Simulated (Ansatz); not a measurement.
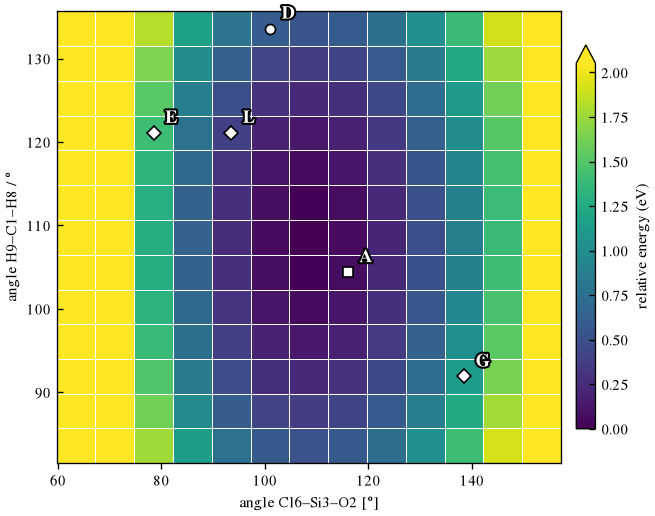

CH₃ClF₂OSi, SMILES CO[Si](F)(F)Cl. The first coordinate is: angle Cl6–Si3–O2; the second: angle H9–C1–H8. Nothing is relaxed (all other coordinates rigid). Grid: 13 × 13 points. All energies are given in eV relative to the lowest grid point. Level of theory: RKS PBE-D4/def2-SVP (Ansatz 0.2.0).

The picture shows one coloured cell a grid point, one colour for all values above the top of the scale, lettered points.

Is A the lowest point of the computed grid?

Answer. No. A lies 0.07 eV above the lowest grid point, which is at angle Cl6–Si3–O2 = 108.5°, angle H9–C1–H8 = 108.6°.

What kind of point is each of A, E, G, L: minimum, saddle, maximum or slope?

Answer. A: on a slope; E: on a slope; G: on a slope; L: on a slope. (In these two coordinates alone; a stationary point may lie a little off the grid point.)

Rank the lettered points by energy, lowest first.

Answer. A (0.07 eV), L (0.39 eV), D (0.60 eV), G (1.12 eV), E (1.41 eV).
